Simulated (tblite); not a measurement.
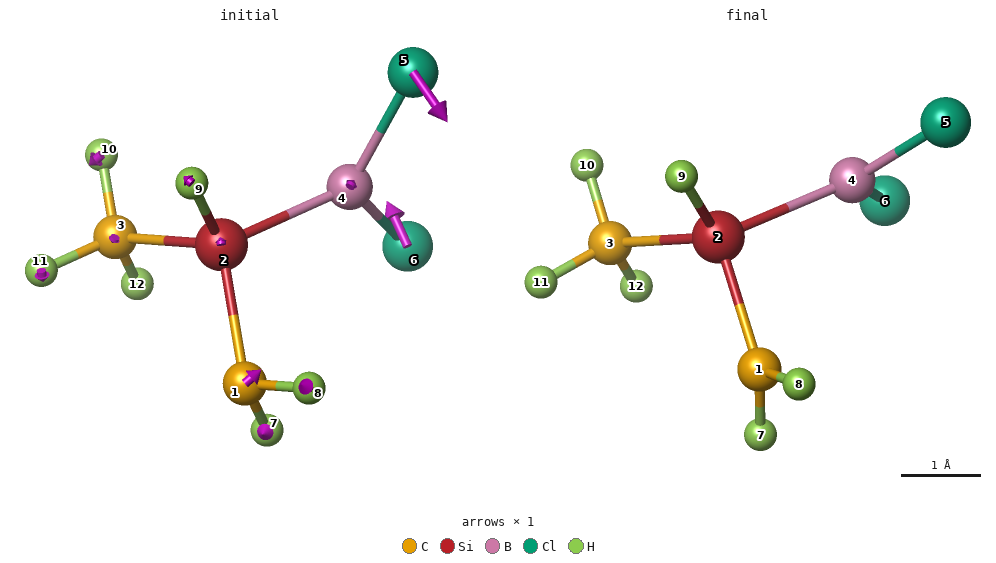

The structure of C2H6BCl2Si (multiplicity 2) before (left) and after (right) a relaxation, at one scale. The purple arrows give the displacements, at their true length.

Style: ball-and-stick. Shown at a tilt.

Theory: GFN2-xTB geometry optimisation, gas phase (tblite). 

### What changed between the two?

Over 93 geometry steps the energy falls by 15.6 kcal/mol. The atom that moves furthest after the best rigid fit is Cl5 (0.79 Å). Largest moves by element: Cl 0.79 Å, C 0.28 Å, H 0.23 Å, B 0.12 Å, Si 0.10 Å. Near-neighbour distances that change, for instance: B4–Cl6 1.849 → 1.719 Å, B4–Cl5 1.837 → 1.719 Å, Si2–B4 1.943 → 2.014 Å, Si2–C3 1.866 → 1.905 Å. Bond angles that change, for instance: Si2–C1–H7 110.2° → 122.3°, C1–Si2–B4 109.0° → 101.3°, H7–C1–H8 109.1° → 114.3°. Groups turn about Si2–B4 by about 30°. The run took 1.1 s on 1 thread of Intel(R) Xeon(R) Platinum 8259CL CPU @ 2.50GHz (shared host).
